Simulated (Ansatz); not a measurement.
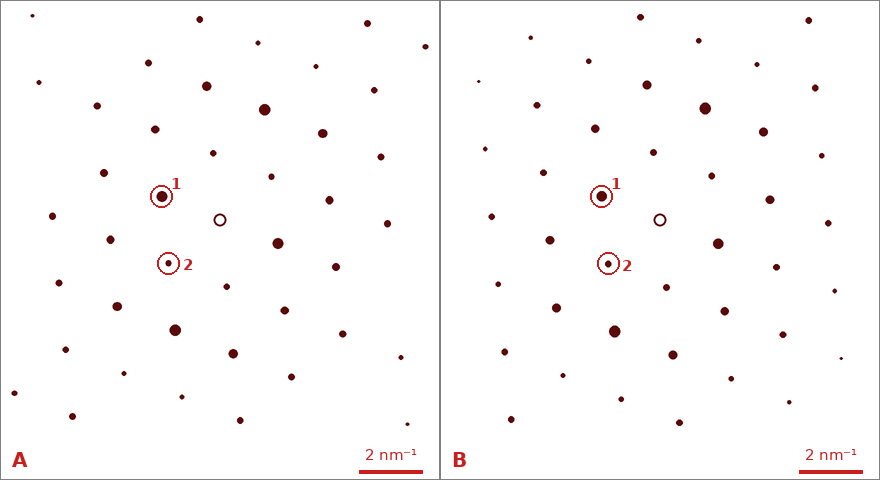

Kinematic electron diffraction patterns (200 kV, B = 0.5 Å², same scale) along [101] of the run's own cell, for the start and the end of one relaxation of LiAgAs with DFT PBE, scalar-relativistic, plane waves, PAW in Ansatz. k mesh 10×10×10. The start is a generated model structure, and the relaxation ends in the nearest stationary point of its symmetry, not necessarily the ground state. Spot 1 is -1 -1 1 and spot 2 is 0 -1 0 in both.

Start structure:

```yaml
crystal:
  lattice:
    - [-2.61969, 2.61969, 4.96740]
    - [2.61969, -2.61969, 4.96740]
    - [2.61969, 2.61969, -4.96740]
  atoms:
    - { symbol: Li, position: [0.00000, 0.50000, 0.50000] }
    - { symbol: Li, position: [0.50000, 0.00000, 0.50000] }
    - { symbol: Ag, position: [0.18988, 0.18988, 0.00000] }
    - { symbol: Ag, position: [0.81012, 0.81012, 0.00000] }
    - { symbol: As, position: [0.25000, 0.75000, 0.50000] }
    - { symbol: As, position: [0.75000, 0.25000, 0.50000] }
```

> Which pattern belongs to the start structure, and which to the relaxed one?

A is the start: its cell gives d(1) = 4.967 Å, d(2) = 4.634 Å and an angle of 62.2°. B is the relaxed structure, with d(1) = 4.952 Å (-0.3 %), d(2) = 4.584 Å (-1.1 %) and 62.4°.

> Name reflections whose intensity changes strongly on relaxation.

3 1 -3 goes from 12 to 4.4 % of the strongest spot; 2 2 -2 goes from 24 to 10 % of the strongest spot.

> Summarise the relaxation behind the change.

The volume changed by -2.9 % to 22.07 Å³ an atom; with the mean shift removed, the atoms moved by up to 0.14 Å relative to the cell (Ag most); the space group stayed I4/mmm (No. 139); the free energy fell by 1 meV an atom. Relaxed cell: a = 6.155 Å, b = 6.155 Å, c = 6.155 Å, α = 130.32°, β = 130.32°, γ = 72.89°.
